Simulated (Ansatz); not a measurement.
# C₃H₈Ge: up Jacob's ladder to CCSD(T), part 2 of 2

Ansatz 0.2.0, Gaussian basis; functionals in def2-TZVPP, the program's frozen cores in correlated methods. The steps go on from the part before.

## 17. ωB97M-V (range-separated)

in.yaml reads:

```yaml
crystal:
  periodic: [false, false, false]
  atoms:
    - {symbol: C, position_ang: [-0.644840, 0.948397, -0.674256]}
    - {symbol: C, position_ang: [0.234437, -0.275578, -0.481699]}
    - {symbol: C, position_ang: [1.019294, -0.207259, 0.826977]}
    - {symbol: Ge, position_ang: [-0.765210, -2.010192, -0.390848]}
    - {symbol: H, position_ang: [-1.218499, 0.906903, -1.604922]}
    - {symbol: H, position_ang: [-1.357593, 1.048993, 0.149454]}
    - {symbol: H, position_ang: [-0.044048, 1.865781, -0.708202]}
    - {symbol: H, position_ang: [0.944652, -0.350537, -1.312591]}
    - {symbol: H, position_ang: [1.694788, 0.656325, 0.831986]}
    - {symbol: H, position_ang: [0.347083, -0.100224, 1.684037]}
    - {symbol: H, position_ang: [1.642698, -1.092866, 0.997514]}
    - {symbol: H, position_ang: [-1.775962, -1.445043, 0.716449]}
basis:
  gaussian: {orbitals: def2-TZVPP}
hamiltonian: {xc: {name: wB97M-V}}
output: {forces: true, orbitals: {seedname: orbitals}}
```

Run with:

```console
> ansatz run in.yaml --threads 4 --pin off --events-out ev --progress --plain --max-ram 10444MiB
```

Log, cut to the lines that bear on the results:

```text
Functional definition: wB97M-V
  name "wB97M-V"
  cite "Mardirossian & Head-Gordon, J. Chem. Phys. 144, 214110 (2016) doi:10.1063/1.4952647"
  cite "Becke, J. Chem. Phys. 107, 8554 (1997) doi:10.1063/1.475007"
  cite "Vydrov & Van Voorhis, J. Chem. Phys. 133, 244103 (2010) doi:10.1063/1.3521275"
  # Of w^i u^j: cxij and so on, Table III.
[...]
  gx(w, u) = 1 - cx + cx01*u + cx10*w
[...]
Atom 8 at     1.694788     0.656325     0.831986 Å, force    -0.058391    -0.073967     0.008413 eV/Å
Atom 9 at     0.347083    -0.100224     1.684037 Å, force     0.036631    -0.008674    -0.060886 eV/Å
Atom 10 at     1.642698    -1.092866     0.997514 Å, force    -0.048338     0.055207    -0.013128 eV/Å
Atom 11 at    -1.775962    -1.445043     0.716449 Å, force     0.063055    -0.023886    -0.067129 eV/Å
Dipole moment:     0.109487     0.146851    -0.037811 e Å
```

It took 12 s on 4 threads of Arm Neoverse V2, shared host; peak memory 0.96 GiB.

With the free atoms at this level, -59709.889 eV in sum, the atomisation energy is 4318.6 kJ/mol. HOMO -8.26 eV, LUMO -0.55 eV.

## 18. B2PLYP (double hybrid)

in.yaml: that of step 17 with these lines changed.

```diff
@@ -17,3 +17,2 @@
   gaussian: {orbitals: def2-TZVPP}
-hamiltonian: {xc: {name: wB97M-V}}
-output: {forces: true, orbitals: {seedname: orbitals}}
+hamiltonian: {xc: {name: B2PLYP}}
```

Launched as before.

Log, cut to the lines that bear on the results:

```text
Functional definition: B2PLYP
  name "B2PLYP"
  cite "Grimme, J. Chem. Phys. 124, 034108 (2006) doi:10.1063/1.2148954"
  cite "Becke, Phys. Rev. A 38, 3098 (1988) doi:10.1103/PhysRevA.38.3098"
  cite "Lee, Yang & Parr, Phys. Rev. B 37, 785 (1988) doi:10.1103/PhysRevB.37.785"
[...]
1491 factors; integrals over basis functions are off by at most 9.3e-4 eV
[...]
mean field -59739.71498045 eV, -2195.3940324985 hartree, gradient 4.1e-6 eV, S^2 0.000000; 0 other end points of the search recorded, 0 dependent functions left out
12 core orbitals not correlated: weight in the atoms' cores, before any rotation towards them, 1.000 or more for the frozen orbitals, at most 0.000 for the correlated occupied ones
reference -59739.71515635 eV, -2195.3940389626 hartree; 17, 17 occupied and 224, 224 virtual orbitals, 1491 factors
second order -25.43102015 eV of doubles, -0.00000000 eV of singles
Total energy: -59746.58153179 eV, -2195.6463736059 hartree
```

Run time: 6.5 s. Hardware: 4 threads of Arm Neoverse V2, shared host; peak memory 0.72 GiB.

With the free atoms at this level, -59702.337 eV in sum, the atomisation energy is 4269.0 kJ/mol.

## 19. PBE-QIDH (double hybrid)

in.yaml: that of step 18 with these lines changed.

```diff
@@ -17,2 +17,2 @@
   gaussian: {orbitals: def2-TZVPP}
-hamiltonian: {xc: {name: B2PLYP}}
+hamiltonian: {xc: {name: PBE-QIDH}}
```

Launched as before.

Log, cut to the lines that bear on the results:

```text
Functional definition: PBE-QIDH
  name "PBE-QIDH"
  cite "Brémond, Sancho-García, Pérez-Jiménez & Adamo, J. Chem. Phys. 141, 031101 (2014) doi:10.1063/1.4890314"
  cite "Perdew, Burke & Ernzerhof, Phys. Rev. Lett. 77, 3865 (1996) doi:10.1103/PhysRevLett.77.3865"
[...]
1491 factors; integrals over basis functions are off by at most 9.3e-4 eV
[...]
mean field -59731.30584881 eV, -2195.0850026105 hartree, gradient 3.4e-6 eV, S^2 0.000000; 0 other end points of the search recorded, 0 dependent functions left out
12 core orbitals not correlated: weight in the atoms' cores, before any rotation towards them, 1.000 or more for the frozen orbitals, at most 0.000 for the correlated occupied ones
reference -59731.30586126 eV, -2195.0850030679 hartree; 17, 17 occupied and 224, 224 virtual orbitals, 1491 factors
second order -23.61157761 eV of doubles, -0.00000000 eV of singles
Total energy: -59739.17638713 eV, -2195.3742395588 hartree
```

Run time: 9 s. Hardware: 4 threads of Arm Neoverse V2, shared host; peak memory 0.75 GiB.

Atomisation energy: 4297.5 kJ/mol (free atoms -59694.636 eV, run apart).

## 20. Orbital energies across the functionals

Dipoles come from the runs that computed forces. Levels, from each run's orbital file:

| functional | HOMO (eV) | LUMO (eV) | gap (eV) | dipole (D) |
| --- | --- | --- | --- | --- |
| LDA (SPW92) | -5.26 | -3.64 | 1.63 |  |
| PBE-D4 | -5.14 | -3.36 | 1.78 | 1.01 |
| revPBE-D4 | -5.09 | -3.25 | 1.85 |  |
| BLYP-D4 | -5.03 | -3.29 | 1.75 |  |
| r2SCAN-D4 | -5.37 | -3.25 | 2.11 | 1.07 |
| B97M-V | -5.40 | -3.27 | 2.13 |  |
| PBE0-D4 | -6.16 | -2.50 | 3.65 |  |
| B3LYP-D4 | -6.00 | -2.76 | 3.24 | 0.93 |
| r2SCANh-D4 | -5.74 | -2.93 | 2.81 |  |
| r2SCAN0-D4 | -6.31 | -2.46 | 3.85 |  |
| HSE06-D4 | -5.77 | -2.88 | 2.89 |  |
| BHLYP-D4 | -7.08 | -1.62 | 5.47 |  |
| CAM-B3LYP-D4 | -7.43 | -1.47 | 5.95 |  |
| LC-ωPBE | -8.67 | -0.26 | 8.41 |  |
| ωB97X-V | -8.37 | -0.41 | 7.95 |  |
| ωB97M-V | -8.26 | -0.55 | 7.71 | 0.90 |

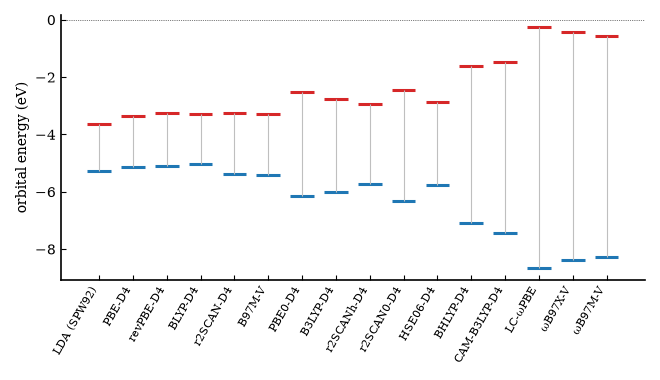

Highest occupied (blue) and lowest empty (red) level by functional.

## 21. CCSD(T) in def2-SVP

in.yaml: that of step 19 with these lines changed.

```diff
@@ -16,3 +16,3 @@
 basis:
-  gaussian: {orbitals: def2-TZVPP}
-hamiltonian: {xc: {name: PBE-QIDH}}
+  gaussian: {orbitals: def2-SVP}
+correlation: {method: ccsd_t}
```

The command is unchanged.

Log, cut to the lines that bear on the results:

```text
Functional definition: HF
  name "HF"
  cite "Fock, Z. Phys. 61, 126 (1930) doi:10.1007/BF01340294"
  parent pbe
[...]
1168 factors; integrals over basis functions are off by at most 1.6e-3 eV
[...]
mean field -59680.88725303 eV, -2193.2321533906 hartree, gradient 2.3e-6 eV, S^2 0.000000; 0 other end points of the search recorded, 0 dependent functions left out; unrestricted orbitals would lower it
[...]
reference -59680.88725303 eV, -2193.2321533906 hartree; 17, 17 occupied and 85, 85 virtual orbitals, 1168 factors
second order -17.72073963 eV of doubles, -0.00000000 eV of singles
cycle   1  -18.38978170 eV  change   -6.7e-1 eV  update   9.7e-2
[...]
cycle  10  -19.05508824 eV  change    1.4e-5 eV  update   3.5e-5
perturbative correction -0.58003524 eV, -0.0213159018 hartree
Total energy: -59700.52237651 eV, -2193.9537308693 hartree
```

Run time: 7.5 s. Hardware: 4 threads of Arm Neoverse V2, shared host; peak memory 0.6 GiB.

## 22. CCSD(T) in def2-TZVPP

in.yaml: that of step 21 with these lines changed.

```diff
@@ -16,3 +16,4 @@
 basis:
-  gaussian: {orbitals: def2-SVP}
+  gaussian: {orbitals: def2-TZVPP}
 correlation: {method: ccsd_t}
+output: {orbitals: {seedname: orbitals}}
```

The command is unchanged.

Log, cut to the lines that bear on the results:

```text
Functional definition: HF
  name "HF"
  cite "Fock, Z. Phys. 61, 126 (1930) doi:10.1007/BF01340294"
  parent pbe
[...]
1491 factors; integrals over basis functions are off by at most 9.3e-4 eV
[...]
mean field -59691.55171345 eV, -2193.6240650823 hartree, gradient 3.5e-6 eV, S^2 0.000000; 0 other end points of the search recorded, 0 dependent functions left out; unrestricted orbitals would lower it
[...]
reference -59691.55171345 eV, -2193.6240650823 hartree; 17, 17 occupied and 224, 224 virtual orbitals, 1491 factors
second order -20.95096448 eV of doubles, -0.00000000 eV of singles
cycle   1  -21.41586960 eV  change   -4.6e-1 eV  update   1.0e-1
[...]
cycle  11  -22.12011086 eV  change   -3.2e-5 eV  update   2.0e-5
perturbative correction -0.86781696 eV, -0.0318916852 hartree
Total energy: -59714.53964128 eV, -2194.4688558481 hartree
```

Wall time 3.1 min (4 threads of Arm Neoverse V2, shared host); peak memory 5.7 GiB.

## 23. MP2 in def2-QZVPP

in.yaml: that of step 22 with these lines changed.

```diff
@@ -16,4 +16,3 @@
 basis:
-  gaussian: {orbitals: def2-TZVPP}
-correlation: {method: ccsd_t}
-output: {orbitals: {seedname: orbitals}}
+  gaussian: {orbitals: "def2-QZVPP.json"}
+correlation: {method: mp2}
```

The command is unchanged.

Log, cut to the lines that bear on the results:

```text
Functional definition: HF
  name "HF"
  cite "Fock, Z. Phys. 61, 126 (1930) doi:10.1007/BF01340294"
  parent pbe
[...]
3015 factors; integrals over basis functions are off by at most 8.4e-4 eV
[...]
mean field -59692.84580962 eV, -2193.6716222396 hartree, gradient 2.4e-6 eV, S^2 0.000000; 0 other end points of the search recorded, 0 dependent functions left out; unrestricted orbitals would lower it
[...]
12 core orbitals not correlated: weight in the atoms' cores, before any rotation towards them, 1.000 or more for the frozen orbitals, at most 0.000 for the correlated occupied ones
reference -59692.84580962 eV, -2193.6716222396 hartree; 17, 17 occupied and 471, 471 virtual orbitals, 3015 factors
second order -29.04138887 eV of doubles, -0.00000000 eV of singles
Total energy: -59721.88719849 eV, -2194.7388735955 hartree
```

Wall time 30 s (4 threads of Arm Neoverse V2, shared host); peak memory 3.6 GiB.

Energy pieces by basis (eV):

| basis | HF | MP2 correlation | CCSD correlation | (T) | total |
| --- | --- | --- | --- | --- | --- |
| def2-SVP | -59680.8873 | -17.7207 | -19.0551 | -0.5800 | -59700.5224 |
| def2-TZVPP | -59691.5517 | -20.9510 | -22.1201 | -0.8678 | -59714.5396 |
| def2-QZVPP | -59692.8458 | -29.0414 |  |  | -59721.8872 (MP2) |

The report of the def2-TZVPP run gives T1 = 0.0109.

## 24. From triple and quadruple zeta to the limit

This step is arithmetic on the last runs, with X = 3 and 4: exp(−7.88√X) for Hartree-Fock, X^−2.97 for correlation; only MP2 was run in the larger set, so CCSD(T) minus MP2 is added from the smaller one.

| level | energy at the limit (eV) |
| --- | --- |
| HF | -59693.0241 |
| MP2 | -59728.0583 |
| CCSD | -59729.2275 |
| CCSD(T) | -59730.0953 |

This is no true limit for total energies: MP2 correlation changes by a factor of 1.39 from triple to quadruple zeta (about 1.07 in light molecules), because outer-core shells are correlated in sets not made for them. Much of that cancels between molecule and atoms or ions.

## 25. RPA on PBE orbitals

in.yaml: that of step 23 with these lines changed.

```diff
@@ -16,3 +16,4 @@
 basis:
-  gaussian: {orbitals: "def2-QZVPP.json"}
-correlation: {method: mp2}
+  gaussian: {orbitals: def2-TZVPP}
+hamiltonian: {xc: pbe}
+correlation: {method: rpa}
```

The command is unchanged.

Log, cut to the lines that bear on the results:

```text
Functional definition: PBE
  name "PBE"
  cite "Perdew, Burke & Ernzerhof, Phys. Rev. Lett. 77, 3865 (1996) doi:10.1103/PhysRevLett.77.3865"
  parent pbe
[...]
1491 factors; integrals over basis functions are off by at most 9.3e-4 eV
[...]
mean field -59746.51060870 eV, -2195.6437672305 hartree, gradient 4.6e-6 eV, S^2 0.000000; 1 other end points of the search recorded, 0 dependent functions left out
12 core orbitals not correlated: weight in the atoms' cores, before any rotation towards them, 1.000 or more for the frozen orbitals, at most 0.000 for the correlated occupied ones
reference -59690.09497906 eV, -2193.5705310807 hartree; 17, 17 occupied and 224, 224 virtual orbitals, 1491 factors
Total energy: -59725.06030786 eV, -2194.8554832141 hartree
```

Wall time 6 s (4 threads of Arm Neoverse V2, shared host); peak memory 0.73 GiB.

RPA correlation: -34.965 eV. No RPA run of the hydrogen atom was made, so RPA has no atomisation energy below.

## 26. All levels against the reference

Atomisation energy = energies of 3 C, 1 Ge, 8 H (separate runs, same level) minus the molecule's; electronic only, no spin-orbit term.

Differences are taken before rounding.

| method | rung | atoms, summed (eV) | atomisation energy (kJ/mol) | from CCSD(T)/CBS (kJ/mol) | time |
| --- | --- | --- | --- | --- | --- |
| LDA (SPW92) | LDA | -59592.057 | 4880.1 | +557.4 | 1.3 s |
| PBE-D4 | GGA | -59701.417 | 4375.5 | +52.9 | 2.6 s |
| revPBE-D4 | GGA | -59710.788 | 4293.3 | -29.4 | 2.3 s |
| BLYP-D4 | GGA | -59715.436 | 4295.9 | -26.7 | 2.3 s |
| r2SCAN-D4 | meta-GGA | -59712.707 | 4316.3 | -6.3 | 4.6 s |
| B97M-V | meta-GGA | -59704.471 | 4328.1 | +5.5 | 8.5 s |
| PBE0-D4 | hybrid | -59703.947 | 4328.6 | +5.9 | 3 s |
| B3LYP-D4 | hybrid | -59717.042 | 4320.3 | -2.3 | 4.6 s |
| r2SCANh-D4 | hybrid | -59712.558 | 4300.8 | -21.9 | 5.5 s |
| r2SCAN0-D4 | hybrid | -59712.353 | 4279.2 | -43.5 | 4.9 s |
| HSE06-D4 | hybrid | -59703.715 | 4330.2 | +7.6 | 3.3 s |
| BHLYP-D4 | hybrid | -59713.635 | 4228.6 | -94.1 | 3.2 s |
| CAM-B3LYP-D4 | range-separated | -59716.466 | 4329.9 | +7.3 | 3.6 s |
| LC-ωPBE | range-separated | -59705.831 | 4286.7 | -36.0 | 2.7 s |
| ωB97X-V | range-separated | -59708.918 | 4322.2 | -0.5 | 8 s |
| ωB97M-V | range-separated | -59709.889 | 4318.6 | -4.0 | 12 s |
| B2PLYP | double hybrid | -59702.337 | 4269.0 | -53.6 | 6.5 s |
| PBE-QIDH | double hybrid | -59694.636 | 4297.5 | -25.1 | 9 s |
| HF/def2-TZVPP | wavefunction | -59658.159 | 3221.9 | -1100.7 |  |
| MP2/def2-TZVPP | wavefunction | -59668.512 | 4244.4 | -78.2 |  |
| CCSD/def2-TZVPP | wavefunction | -59670.360 | 4178.9 | -143.7 |  |
| CCSD(T)/def2-SVP | wavefunction | -59657.686 | 4133.1 | -189.5 | 7.5 s |
| CCSD(T)/def2-TZVPP | wavefunction | -59670.699 | 4230.0 | -92.6 | 3.1 min |
| MP2/CBS | wavefunction | -59683.108 | 4337.0 | +14.4 |  |
| CCSD(T)/CBS | wavefunction | -59685.295 | 4322.6 | 0 | 3.6 min |

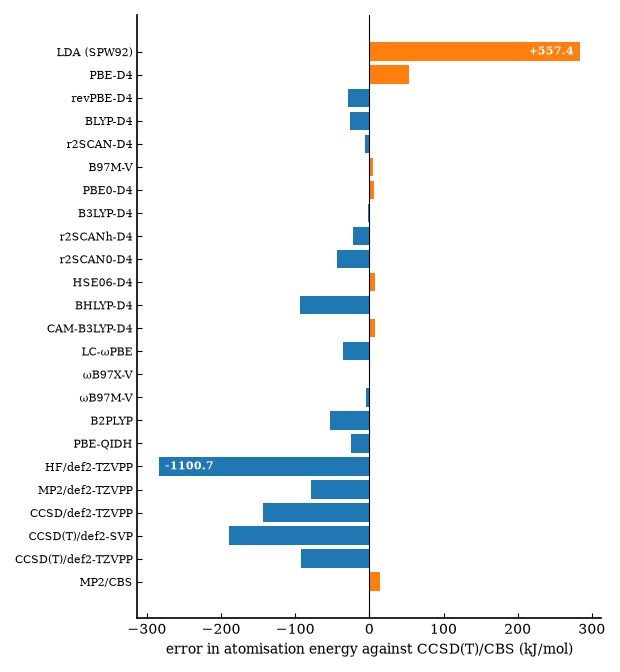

How far each level lands from CCSD(T)/CBS. Bars with a number in them are cut short.

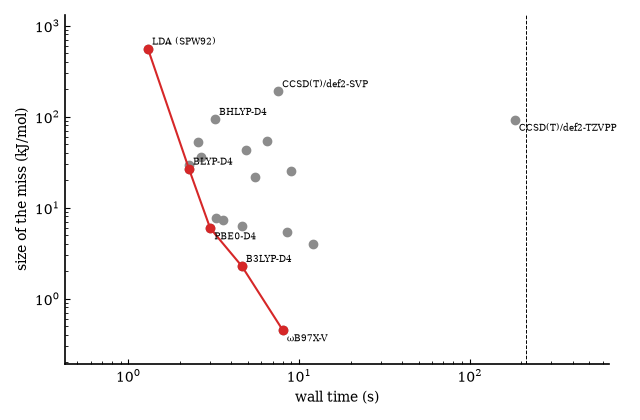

Miss against cost. Red marks the levels that no quicker level drawn beats (of those quicker than the yardstick), and the dashed line is the time of CCSD(T)/CBS. Only those levels and the largest misses are named. Times are from a shared host.

LDA (SPW92), LC-ωPBE, B2PLYP, PBE-QIDH carry no dispersion term (for B3LYP, D4 adds 39.8 kJ/mol).

Times are those of the molecule's run; HF, MP2 and CCSD come out of the CCSD(T) runs, and the limit's time is the sum of the runs that it needs.

## 27. Outcome

What follows sums up all 2 parts.

| quantity | value |
| --- | --- |
| atomisation energy, CCSD(T)/CBS | 4322.6 kJ/mol |
| functionals within 43.2 kJ/mol (1.0 %) | revPBE-D4, BLYP-D4, r2SCAN-D4, B97M-V, PBE0-D4, B3LYP-D4, r2SCANh-D4, HSE06-D4, CAM-B3LYP-D4, LC-ωPBE, ωB97X-V, ωB97M-V, PBE-QIDH |
| farthest beyond LDA | BHLYP-D4 (-94.1 kJ/mol) |
| mean size of error, GGA | 36.3 kJ/mol |
| mean size of error, meta-GGA | 5.9 kJ/mol |
| mean size of error, hybrid | 29.2 kJ/mol |
| mean size of error, range-separated | 11.9 kJ/mol |
| mean size of error, double hybrid | 39.4 kJ/mol |
| gap, smallest and largest | 1.63 eV (LDA (SPW92)), 8.41 eV (LC-ωPBE) |
| T1 diagnostic | 0.0109 |
| triples share of the correlation energy | 3.8 % |

In words: The LDA atomisation energy is off by 557.4 kJ/mol (13 %): it overbinds. PBE-D4 is off by +52.9 kJ/mol. Double hybrids carry the basis error of their MP2 part in triple zeta, and no dispersion term here, so their miss is partly the set-up's. The rungs meta-GGA, range-separated, hybrid, GGA, double hybrid miss on average by less than the doubt on the reference (43.2 kJ/mol), so they tie. The reference freezes the cores and leaves out relativity and excitations past (T), and its outer-core shells are covered unevenly, so misses under about 43.2 kJ/mol can't be ranked. Hartree-Fock recovers 75 % of the binding; the rest is correlation. CCSD(T) in def2-SVP is off by -189.5 kJ/mol, which most functionals beat. Orbital gaps span 1.6 to 8.4 eV; exact exchange widens them. The restricted reference is unstable towards a spin-broken one. Correlated methods include outer-core shells of Ge, which these sets cover unevenly.

ωB97X-V reaches 0.5 kJ/mol from the reference in 8 s, where CCSD(T)/CBS took 3.6 min; the quickest level in the cost chart, LDA (SPW92), takes 1.3 s and misses by 557.4 kJ/mol.
